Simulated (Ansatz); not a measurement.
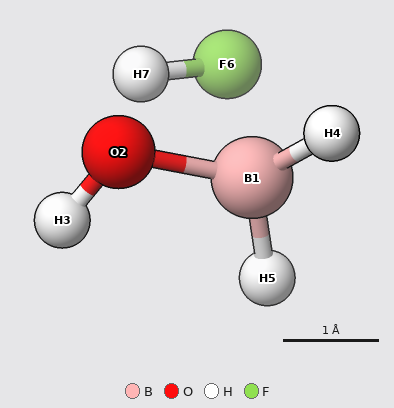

Figure 1. The structure as given in the input (ball-and-stick view, seen at a tilt; atoms are numbered from 1 in the order of the input).

Run report: BH4OF, molecular dynamics (part 1 of 4)

System: BH4OF.
Method: RKS PBE-D4/def2-SVP (Ansatz 0.2.0).

It belongs to a series of runs on one base structure; here: dynamics from the highest image of the converged band. Figures and captions count atoms from 1; the log counts them from 0 in places.

## What the program printed
```
Engine: ansatz 0.2.0, aarch64-unknown-linux-gnu
Functional definition: PBE
  parameter kappa = 0.804
  parameter beta = 0.06672455060314922
  exchange = pbe_x(kappa = kappa, mu = beta*pi^2/3)
  correlation = pbe_c(beta = beta)
677 factors; their error is unknown
mean field evaluation 1: about -5491.4671 eV, gradient 4.6e1 eV
mean field evaluation 2: about -5482.7467 eV, gradient 8.3e1 eV
mean field evaluation 4: about -5495.4502 eV, gradient 5.0e0 eV
mean field evaluation 8: about -5495.4813 eV, gradient 2.5e-1 eV
mean field evaluation 16: about -5495.4567 eV, gradient 7.2e-5 eV
mean field -5495.45666691 eV, -201.9543075547 hartree, gradient 7.2e-5 eV, S^2 0.000000; 0 other end points of the search recorded, 0 dependent functions left out
the calculation of the forces begins
reference -5495.45669360 eV, -201.9543085353 hartree; 13, 13 occupied and 49, 49 virtual orbitals, 677 factors
md step     0: t =     0.00 fs  T =   100.0 K  F+E_penalty+E_count = -5495.52010806 eV  E_kin = 0.064630 eV  conserved = -5495.45547806 eV  (23 SCF iters)
these checks for a lower state are left out or cut short: starts, cluster_reference, orbital_swaps, neighbouring_geometries, increment
677 factors; their error is unknown
mean field -5495.45459446 eV, -201.9542313934 hartree, gradient 1.4e-5 eV, S^2 0.000000; 0 other end points of the search recorded, 0 dependent functions left out
the calculation of the forces begins
reference -5495.45462111 eV, -201.9542323730 hartree; 13, 13 occupied and 49, 49 virtual orbitals, 677 factors
md step     1: t =     0.50 fs  T =    96.9 K  F+E_penalty+E_count = -5495.51804038 eV  E_kin = 0.062601 eV  conserved = -5495.45543895 eV  (27 SCF iters)
[... from here on the SCF iterations and repeated set-up lines of each step are left out, up to the last step ...]
md step     2: t =     1.00 fs  T =    88.1 K  F+E_penalty+E_count = -5495.51229185 eV  E_kin = 0.056961 eV  conserved = -5495.45533093 eV  (27 SCF iters)
md step     3: t =     1.50 fs  T =    76.4 K  F+E_penalty+E_count = -5495.50456586 eV  E_kin = 0.049372 eV  conserved = -5495.45519355 eV  (28 SCF iters)
md step     4: t =     2.00 fs  T =    64.9 K  F+E_penalty+E_count = -5495.49703403 eV  E_kin = 0.041963 eV  conserved = -5495.45507143 eV  (27 SCF iters)
md step     5: t =     2.50 fs  T =    56.7 K  F+E_penalty+E_count = -5495.49162929 eV  E_kin = 0.036628 eV  conserved = -5495.45500135 eV  (28 SCF iters)
md step     6: t =     3.00 fs  T =    53.3 K  F+E_penalty+E_count = -5495.48946379 eV  E_kin = 0.034461 eV  conserved = -5495.45500236 eV  (28 SCF iters)
md step     7: t =     3.50 fs  T =    54.9 K  F+E_penalty+E_count = -5495.49053287 eV  E_kin = 0.035464 eV  conserved = -5495.45506903 eV  (28 SCF iters)
md step     8: t =     4.00 fs  T =    59.8 K  F+E_penalty+E_count = -5495.49380431 eV  E_kin = 0.038632 eV  conserved = -5495.45517259 eV  (28 SCF iters)
md step     9: t =     4.50 fs  T =    65.6 K  F+E_penalty+E_count = -5495.49768228 eV  E_kin = 0.042414 eV  conserved = -5495.45526823 eV  (29 SCF iters)
md step    10: t =     5.00 fs  T =    70.2 K  F+E_penalty+E_count = -5495.50070221 eV  E_kin = 0.045388 eV  conserved = -5495.45531400 eV  (28 SCF iters)
md step    11: t =     5.50 fs  T =    72.5 K  F+E_penalty+E_count = -5495.50216670 eV  E_kin = 0.046874 eV  conserved = -5495.45529279 eV  (29 SCF iters)
md step    12: t =     6.00 fs  T =    73.0 K  F+E_penalty+E_count = -5495.50239673 eV  E_kin = 0.047172 eV  conserved = -5495.45522434 eV  (29 SCF iters)
md step    13: t =     6.50 fs  T =    73.1 K  F+E_penalty+E_count = -5495.50242770 eV  E_kin = 0.047274 eV  conserved = -5495.45515401 eV  (28 SCF iters)
md step    14: t =     7.00 fs  T =    74.6 K  F+E_penalty+E_count = -5495.50331426 eV  E_kin = 0.048189 eV  conserved = -5495.45512503 eV  (28 SCF iters)
md step    15: t =     7.50 fs  T =    77.9 K  F+E_penalty+E_count = -5495.50548541 eV  E_kin = 0.050338 eV  conserved = -5495.45514774 eV  (28 SCF iters)
md step    16: t =     8.00 fs  T =    82.6 K  F+E_penalty+E_count = -5495.50858663 eV  E_kin = 0.053391 eV  conserved = -5495.45519551 eV  (25 SCF iters)
md step    17: t =     8.50 fs  T =    87.7 K  F+E_penalty+E_count = -5495.51187609 eV  E_kin = 0.056649 eV  conserved = -5495.45522697 eV  (28 SCF iters)
md step    18: t =     9.00 fs  T =    92.3 K  F+E_penalty+E_count = -5495.51484854 eV  E_kin = 0.059633 eV  conserved = -5495.45521535 eV  (27 SCF iters)
md step    19: t =     9.50 fs  T =    96.7 K  F+E_penalty+E_count = -5495.51765406 eV  E_kin = 0.062492 eV  conserved = -5495.45516164 eV  (27 SCF iters)
md step    20: t =    10.00 fs  T =   102.1 K  F+E_penalty+E_count = -5495.52109561 eV  E_kin = 0.066006 eV  conserved = -5495.45508980 eV  (28 SCF iters)
md step    21: t =    10.50 fs  T =   110.2 K  F+E_penalty+E_count = -5495.52627056 eV  E_kin = 0.071239 eV  conserved = -5495.45503141 eV  (28 SCF iters)
md step    22: t =    11.00 fs  T =   122.3 K  F+E_penalty+E_count = -5495.53408090 eV  E_kin = 0.079069 eV  conserved = -5495.45501205 eV  (28 SCF iters)
md step    23: t =    11.50 fs  T =   138.9 K  F+E_penalty+E_count = -5495.54482876 eV  E_kin = 0.089786 eV  conserved = -5495.45504296 eV  (28 SCF iters)
md step    24: t =    12.00 fs  T =   159.2 K  F+E_penalty+E_count = -5495.55803569 eV  E_kin = 0.102917 eV  conserved = -5495.45511879 eV  (27 SCF iters)
md step    25: t =    12.50 fs  T =   181.5 K  F+E_penalty+E_count = -5495.57253539 eV  E_kin = 0.117319 eV  conserved = -5495.45521674 eV  (27 SCF iters)
md step    26: t =    13.00 fs  T =   203.5 K  F+E_penalty+E_count = -5495.58683171 eV  E_kin = 0.131528 eV  conserved = -5495.45530340 eV  (27 SCF iters)
md step    27: t =    13.50 fs  T =   223.3 K  F+E_penalty+E_count = -5495.59963423 eV  E_kin = 0.144291 eV  conserved = -5495.45534315 eV  (28 SCF iters)
md step    28: t =    14.00 fs  T =   240.0 K  F+E_penalty+E_count = -5495.61041418 eV  E_kin = 0.155101 eV  conserved = -5495.45531357 eV  (27 SCF iters)
md step    29: t =    14.50 fs  T =   254.6 K  F+E_penalty+E_count = -5495.61974029 eV  E_kin = 0.164519 eV  conserved = -5495.45522113 eV  (28 SCF iters)
md step    30: t =    15.00 fs  T =   269.3 K  F+E_penalty+E_count = -5495.62916090 eV  E_kin = 0.174054 eV  conserved = -5495.45510646 eV  (28 SCF iters)
md step    31: t =    15.50 fs  T =   287.1 K  F+E_penalty+E_count = -5495.64056895 eV  E_kin = 0.185541 eV  conserved = -5495.45502820 eV  (28 SCF iters, 3 dispersion substeps)
md step    32: t =    16.00 fs  T =   309.9 K  F+E_penalty+E_count = -5495.65530499 eV  E_kin = 0.200276 eV  conserved = -5495.45502909 eV  (28 SCF iters, 3 dispersion substeps)
md step    33: t =    16.50 fs  T =   337.9 K  F+E_penalty+E_count = -5495.67350963 eV  E_kin = 0.218403 eV  conserved = -5495.45510622 eV  (27 SCF iters, 3 dispersion substeps)
md step    34: t =    17.00 fs  T =   369.7 K  F+E_penalty+E_count = -5495.69415858 eV  E_kin = 0.238947 eV  conserved = -5495.45521161 eV  (27 SCF iters, 3 dispersion substeps)
md step    35: t =    17.50 fs  T =   403.0 K  F+E_penalty+E_count = -5495.71577007 eV  E_kin = 0.260485 eV  conserved = -5495.45528479 eV  (24 SCF iters, 3 dispersion substeps)
md step    36: t =    18.00 fs  T =   436.3 K  F+E_penalty+E_count = -5495.73730474 eV  E_kin = 0.282012 eV  conserved = -5495.45529271 eV  (28 SCF iters, 3 dispersion substeps)
md step    37: t =    18.50 fs  T =   469.5 K  F+E_penalty+E_count = -5495.75866785 eV  E_kin = 0.303420 eV  conserved = -5495.45524796 eV  (27 SCF iters, 3 dispersion substeps)
md step    38: t =    19.00 fs  T =   503.4 K  F+E_penalty+E_count = -5495.78053873 eV  E_kin = 0.325343 eV  conserved = -5495.45519533 eV  (27 SCF iters, 3 dispersion substeps)
md step    39: t =    19.50 fs  T =   539.3 K  F+E_penalty+E_count = -5495.80371718 eV  E_kin = 0.348537 eV  conserved = -5495.45517972 eV  (27 SCF iters, 3 dispersion substeps)
md step    40: t =    20.00 fs  T =   577.5 K  F+E_penalty+E_count = -5495.82845336 eV  E_kin = 0.373233 eV  conserved = -5495.45522008 eV  (28 SCF iters, 3 dispersion substeps)
md step    41: t =    20.50 fs  T =   617.1 K  F+E_penalty+E_count = -5495.85415941 eV  E_kin = 0.398856 eV  conserved = -5495.45530294 eV  (27 SCF iters, 3 dispersion substeps)
md step    42: t =    21.00 fs  T =   656.4 K  F+E_penalty+E_count = -5495.87960588 eV  E_kin = 0.424210 eV  conserved = -5495.45539565 eV  (27 SCF iters, 3 dispersion substeps)
md step    43: t =    21.50 fs  T =   693.1 K  F+E_penalty+E_count = -5495.90342122 eV  E_kin = 0.447957 eV  conserved = -5495.45546413 eV  (27 SCF iters, 3 dispersion substeps)
md step    44: t =    22.00 fs  T =   725.9 K  F+E_penalty+E_count = -5495.92462691 eV  E_kin = 0.469142 eV  conserved = -5495.45548480 eV  (27 SCF iters, 3 dispersion substeps)
md step    45: t =    22.50 fs  T =   754.4 K  F+E_penalty+E_count = -5495.94301502 eV  E_kin = 0.487565 eV  conserved = -5495.45544973 eV  (27 SCF iters, 3 dispersion substeps)
md step    46: t =    23.00 fs  T =   779.7 K  F+E_penalty+E_count = -5495.95927182 eV  E_kin = 0.503901 eV  conserved = -5495.45537044 eV  (27 SCF iters, 3 dispersion substeps)
md step    47: t =    23.50 fs  T =   803.8 K  F+E_penalty+E_count = -5495.97477979 eV  E_kin = 0.519498 eV  conserved = -5495.45528189 eV  (27 SCF iters, 3 dispersion substeps)
md step    48: t =    24.00 fs  T =   829.0 K  F+E_penalty+E_count = -5495.99104937 eV  E_kin = 0.535810 eV  conserved = -5495.45523890 eV  (27 SCF iters, 3 dispersion substeps)
md step    49: t =    24.50 fs  T =   856.5 K  F+E_penalty+E_count = -5496.00885900 eV  E_kin = 0.553563 eV  conserved = -5495.45529560 eV  (27 SCF iters, 3 dispersion substeps)
md step    50: t =    25.00 fs  T =   885.0 K  F+E_penalty+E_count = -5496.02743079 eV  E_kin = 0.571957 eV  conserved = -5495.45547339 eV  (27 SCF iters, 3 dispersion substeps)
md step    51: t =    25.50 fs  T =   910.4 K  F+E_penalty+E_count = -5496.04414189 eV  E_kin = 0.588409 eV  conserved = -5495.45573315 eV  (27 SCF iters, 3 dispersion substeps)
md step    52: t =    26.00 fs  T =   927.1 K  F+E_penalty+E_count = -5496.05515243 eV  E_kin = 0.599172 eV  conserved = -5495.45598045 eV  (27 SCF iters, 3 dispersion substeps)
md step    53: t =    26.50 fs  T =   929.5 K  F+E_penalty+E_count = -5496.05686260 eV  E_kin = 0.600758 eV  conserved = -5495.45610482 eV  (24 SCF iters, 3 dispersion substeps)
md step    54: t =    27.00 fs  T =   915.3 K  F+E_penalty+E_count = -5496.04759364 eV  E_kin = 0.591558 eV  conserved = -5495.45603578 eV  (26 SCF iters, 3 dispersion substeps)
md step    55: t =    27.50 fs  T =   886.3 K  F+E_penalty+E_count = -5496.02863471 eV  E_kin = 0.572847 eV  conserved = -5495.45578816 eV  (27 SCF iters, 3 dispersion substeps)
md step    56: t =    28.00 fs  T =   848.7 K  F+E_penalty+E_count = -5496.00398008 eV  E_kin = 0.548513 eV  conserved = -5495.45546753 eV  (26 SCF iters, 3 dispersion substeps)
md step    57: t =    28.50 fs  T =   810.0 K  F+E_penalty+E_count = -5495.97871112 eV  E_kin = 0.523494 eV  conserved = -5495.45521725 eV  (27 SCF iters, 3 dispersion substeps)
md step    58: t =    29.00 fs  T =   776.3 K  F+E_penalty+E_count = -5495.95683121 eV  E_kin = 0.501699 eV  conserved = -5495.45513259 eV  (27 SCF iters, 3 dispersion substeps)
md step    59: t =    29.50 fs  T =   749.8 K  F+E_penalty+E_count = -5495.93982806 eV  E_kin = 0.484623 eV  conserved = -5495.45520463 eV  (26 SCF iters, 3 dispersion substeps)
md step    60: t =    30.00 fs  T =   729.5 K  F+E_penalty+E_count = -5495.92678467 eV  E_kin = 0.471445 eV  conserved = -5495.45534013 eV  (26 SCF iters, 3 dispersion substeps)
md step    61: t =    30.50 fs  T =   712.3 K  F+E_penalty+E_count = -5495.91576343 eV  E_kin = 0.460331 eV  conserved = -5495.45543224 eV  (27 SCF iters, 3 dispersion substeps)
md step    62: t =    31.00 fs  T =   696.3 K  F+E_penalty+E_count = -5495.90543688 eV  E_kin = 0.450018 eV  conserved = -5495.45541913 eV  (27 SCF iters, 3 dispersion substeps)
md step    63: t =    31.50 fs  T =   682.0 K  F+E_penalty+E_count = -5495.89607086 eV  E_kin = 0.440771 eV  conserved = -5495.45529944 eV  (26 SCF iters, 3 dispersion substeps)
md step    64: t =    32.00 fs  T =   672.2 K  F+E_penalty+E_count = -5495.88957370 eV  E_kin = 0.434454 eV  conserved = -5495.45511952 eV  (27 SCF iters, 3 dispersion substeps)
md step    65: t =    32.50 fs  T =   671.2 K  F+E_penalty+E_count = -5495.88877593 eV  E_kin = 0.433822 eV  conserved = -5495.45495380 eV  (26 SCF iters, 3 dispersion substeps)
md step    66: t =    33.00 fs  T =   682.9 K  F+E_penalty+E_count = -5495.89625607 eV  E_kin = 0.441375 eV  conserved = -5495.45488096 eV  (26 SCF iters, 3 dispersion substeps)
md step    67: t =    33.50 fs  T =   708.9 K  F+E_penalty+E_count = -5495.91309977 eV  E_kin = 0.458144 eV  conserved = -5495.45495527 eV  (26 SCF iters, 3 dispersion substeps)
md step    68: t =    34.00 fs  T =   747.2 K  F+E_penalty+E_count = -5495.93806269 eV  E_kin = 0.482885 eV  conserved = -5495.45517752 eV  (27 SCF iters, 3 dispersion substeps)
md step    69: t =    34.50 fs  T =   792.4 K  F+E_penalty+E_count = -5495.96758024 eV  E_kin = 0.512096 eV  conserved = -5495.45548426 eV  (26 SCF iters, 3 dispersion substeps)
md step    70: t =    35.00 fs  T =   837.1 K  F+E_penalty+E_count = -5495.99677202 eV  E_kin = 0.541004 eV  conserved = -5495.45576757 eV  (28 SCF iters, 3 dispersion substeps)
md step    71: t =    35.50 fs  T =   874.5 K  F+E_penalty+E_count = -5496.02112638 eV  E_kin = 0.565207 eV  conserved = -5495.45591901 eV  (28 SCF iters, 3 dispersion substeps)
md step    72: t =    36.00 fs  T =   901.0 K  F+E_penalty+E_count = -5496.03817940 eV  E_kin = 0.582299 eV  conserved = -5495.45588014 eV  (23 SCF iters, 3 dispersion substeps)
md step    73: t =    36.50 fs  T =   917.1 K  F+E_penalty+E_count = -5496.04839639 eV  E_kin = 0.592715 eV  conserved = -5495.45568130 eV  (28 SCF iters, 3 dispersion substeps)
md step    74: t =    37.00 fs  T =   927.2 K  F+E_penalty+E_count = -5496.05468285 eV  E_kin = 0.599243 eV  conserved = -5495.45544021 eV  (28 SCF iters, 3 dispersion substeps)
md step    75: t =    37.50 fs  T =   936.5 K  F+E_penalty+E_count = -5496.06057369 eV  E_kin = 0.605270 eV  conserved = -5495.45530413 eV  (28 SCF iters, 3 dispersion substeps)
md step    76: t =    38.00 fs  T =   947.9 K  F+E_penalty+E_count = -5496.06800664 eV  E_kin = 0.612650 eV  conserved = -5495.45535704 eV  (28 SCF iters, 3 dispersion substeps)
md step    77: t =    38.50 fs  T =   960.1 K  F+E_penalty+E_count = -5496.07605837 eV  E_kin = 0.620495 eV  conserved = -5495.45556326 eV  (27 SCF iters, 3 dispersion substeps)
md step    78: t =    39.00 fs  T =   968.1 K  F+E_penalty+E_count = -5496.08146521 eV  E_kin = 0.625666 eV  conserved = -5495.45579913 eV  (28 SCF iters, 3 dispersion substeps)
md step    79: t =    39.50 fs  T =   966.4 K  F+E_penalty+E_count = -5496.08049124 eV  E_kin = 0.624556 eV  conserved = -5495.45593564 eV  (27 SCF iters, 3 dispersion substeps)
md step    80: t =    40.00 fs  T =   951.6 K  F+E_penalty+E_count = -5496.07091053 eV  E_kin = 0.615004 eV  conserved = -5495.45590648 eV  (27 SCF iters, 3 dispersion substeps)
md step    81: t =    40.50 fs  T =   924.3 K  F+E_penalty+E_count = -5496.05307694 eV  E_kin = 0.597355 eV  conserved = -5495.45572152 eV  (27 SCF iters, 3 dispersion substeps)
md step    82: t =    41.00 fs  T =   888.7 K  F+E_penalty+E_count = -5496.02980478 eV  E_kin = 0.574356 eV  conserved = -5495.45544844 eV  (27 SCF iters, 3 dispersion substeps)
md step    83: t =    41.50 fs  T =   851.2 K  F+E_penalty+E_count = -5496.00531536 eV  E_kin = 0.550131 eV  conserved = -5495.45518387 eV  (28 SCF iters, 3 dispersion substeps)
md step    84: t =    42.00 fs  T =   818.0 K  F+E_penalty+E_count = -5495.98371052 eV  E_kin = 0.528689 eV  conserved = -5495.45502130 eV  (27 SCF iters, 3 dispersion substeps)
md step    85: t =    42.50 fs  T =   793.0 K  F+E_penalty+E_count = -5495.96750384 eV  E_kin = 0.512488 eV  conserved = -5495.45501537 eV  (28 SCF iters, 3 dispersion substeps)
md step    86: t =    43.00 fs  T =   776.1 K  F+E_penalty+E_count = -5495.95676360 eV  E_kin = 0.501605 eV  conserved = -5495.45515882 eV  (28 SCF iters, 3 dispersion substeps)
md step    87: t =    43.50 fs  T =   764.1 K  F+E_penalty+E_count = -5495.94924613 eV  E_kin = 0.493866 eV  conserved = -5495.45538013 eV  (27 SCF iters, 3 dispersion substeps)
md step    88: t =    44.00 fs  T =   751.9 K  F+E_penalty+E_count = -5495.94152672 eV  E_kin = 0.485956 eV  conserved = -5495.45557090 eV  (28 SCF iters, 3 dispersion substeps)
md step    89: t =    44.50 fs  T =   735.0 K  F+E_penalty+E_count = -5495.93069316 eV  E_kin = 0.475062 eV  conserved = -5495.45563123 eV  (24 SCF iters, 3 dispersion substeps)
md step    90: t =    45.00 fs  T =   712.3 K  F+E_penalty+E_count = -5495.91588629 eV  E_kin = 0.460368 eV  conserved = -5495.45551809 eV  (28 SCF iters, 3 dispersion substeps)
md step    91: t =    45.50 fs  T =   686.4 K  F+E_penalty+E_count = -5495.89892458 eV  E_kin = 0.443644 eV  conserved = -5495.45528021 eV  (28 SCF iters, 3 dispersion substeps)
md step    92: t =    46.00 fs  T =   662.9 K  F+E_penalty+E_count = -5495.88351002 eV  E_kin = 0.428462 eV  conserved = -5495.45504792 eV  (28 SCF iters, 3 dispersion substeps)
md step    93: t =    46.50 fs  T =   647.2 K  F+E_penalty+E_count = -5495.87321616 eV  E_kin = 0.418255 eV  conserved = -5495.45496160 eV  (28 SCF iters, 3 dispersion substeps)
md step    94: t =    47.00 fs  T =   641.0 K  F+E_penalty+E_count = -5495.86936569 eV  E_kin = 0.414291 eV  conserved = -5495.45507490 eV  (28 SCF iters, 3 dispersion substeps)
md step    95: t =    47.50 fs  T =   642.0 K  F+E_penalty+E_count = -5495.87022385 eV  E_kin = 0.414908 eV  conserved = -5495.45531536 eV  (28 SCF iters, 3 dispersion substeps)
md step    96: t =    48.00 fs  T =   644.5 K  F+E_penalty+E_count = -5495.87208122 eV  E_kin = 0.416542 eV  conserved = -5495.45553950 eV  (27 SCF iters, 3 dispersion substeps)
md step    97: t =    48.50 fs  T =   643.4 K  F+E_penalty+E_count = -5495.87142813 eV  E_kin = 0.415800 eV  conserved = -5495.45562839 eV  (27 SCF iters, 3 dispersion substeps)
md step    98: t =    49.00 fs  T =   636.3 K  F+E_penalty+E_count = -5495.86680828 eV  E_kin = 0.411263 eV  conserved = -5495.45554504 eV  (28 SCF iters, 3 dispersion substeps)
md step    99: t =    49.50 fs  T =   625.3 K  F+E_penalty+E_count = -5495.85943944 eV  E_kin = 0.404105 eV  conserved = -5495.45533461 eV  (28 SCF iters, 3 dispersion substeps)
md step   100: t =    50.00 fs  T =   615.0 K  F+E_penalty+E_count = -5495.85254525 eV  E_kin = 0.397453 eV  conserved = -5495.45509222 eV  (28 SCF iters, 3 dispersion substeps)
md step   101: t =    50.50 fs  T =   611.1 K  F+E_penalty+E_count = -5495.84987693 eV  E_kin = 0.394954 eV  conserved = -5495.45492279 eV  (27 SCF iters, 3 dispersion substeps)
md step   102: t =    51.00 fs  T =   617.6 K  F+E_penalty+E_count = -5495.85406587 eV  E_kin = 0.399164 eV  conserved = -5495.45490180 eV  (28 SCF iters, 3 dispersion substeps)
md step   103: t =    51.50 fs  T =   635.0 K  F+E_penalty+E_count = -5495.86543391 eV  E_kin = 0.410387 eV  conserved = -5495.45504644 eV  (28 SCF iters, 3 dispersion substeps)
md step   104: t =    52.00 fs  T =   659.8 K  F+E_penalty+E_count = -5495.88172257 eV  E_kin = 0.426413 eV  conserved = -5495.45530908 eV  (28 SCF iters, 3 dispersion substeps)
md step   105: t =    52.50 fs  T =   685.8 K  F+E_penalty+E_count = -5495.89885466 eV  E_kin = 0.443261 eV  conserved = -5495.45559327 eV  (28 SCF iters, 3 dispersion substeps)
md step   106: t =    53.00 fs  T =   706.6 K  F+E_penalty+E_count = -5495.91244818 eV  E_kin = 0.456657 eV  conserved = -5495.45579084 eV  (28 SCF iters, 3 dispersion substeps)
md step   107: t =    53.50 fs  T =   717.5 K  F+E_penalty+E_count = -5495.91951334 eV  E_kin = 0.463691 eV  conserved = -5495.45582243 eV  (24 SCF iters, 3 dispersion substeps)
md step   108: t =    54.00 fs  T =   717.9 K  F+E_penalty+E_count = -5495.91967621 eV  E_kin = 0.464001 eV  conserved = -5495.45567515 eV  (28 SCF iters, 3 dispersion substeps)
md step   109: t =    54.50 fs  T =   711.6 K  F+E_penalty+E_count = -5495.91532748 eV  E_kin = 0.459901 eV  conserved = -5495.45542605 eV  (28 SCF iters, 3 dispersion substeps)
```
